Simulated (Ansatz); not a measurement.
Ti (hcp, Mg type)

```yaml
crystal:
  lattice:
    - [2.93588, 0.00000, 0.00000]
    - [-1.46794, 2.54255, 0.00000]
    - [0.00000, 0.00000, 4.63656]
  atoms:
    - { symbol: Ti, position: [0.33333, 0.66667, 0.75000] }
    - { symbol: Ti, position: [0.66667, 0.33333, 0.25000] }
```

Scan: atom 2 (Ti, nearest neighbour Ti at 2.872 Å; its periodic images, 2.9 Å or more away, move with it) is displaced along Cartesian [110], direction (0.707, 0.707, 0.000) in Cartesian axes, by s. The other atoms stay.

Calculation: r2SCAN (plane waves to 500 eV, PAW, scalar-relativistic; Ansatz, an electronic-structure program). k mesh 15×15×8 (Γ-centred), Fermi-Dirac smearing 0.05 eV. E stands for the smeared free energy. With partly filled bands, energies and forces of such displacements shift with the k mesh and the smearing. Ti is run without spin polarisation. Ti was relaxed with its symmetry unable to fall. ΔE is measured from the undisplaced structure.

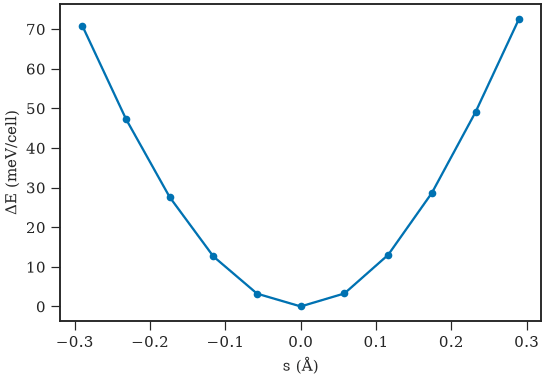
ΔE (meV/cell) against s (Å); markers are the computed points, lines only join them.

The force along the line at s = -0.290 Å is 0.434 eV/Å and the zone-centre optical wavenumber from k is 149 cm⁻¹. The force constant k = d²E/ds² at s = 0 (finite differences) is 1.94 eV/Å² and the energy at s = 0.290 Å is 73 meV/cell. Harmonic estimate at the end of the scan: ½ks² = 82 meV/cell against the computed 73 meV/cell, so the well is softer than harmonic there.

Reduced mass μ = 23.93 u; ν̃ = 521.5·√(k/μ) with k = 1.94 eV/Å².

(A displaced cell: forces are minus the slopes of the energy, force constants its curvatures, and phonons follow from these.)
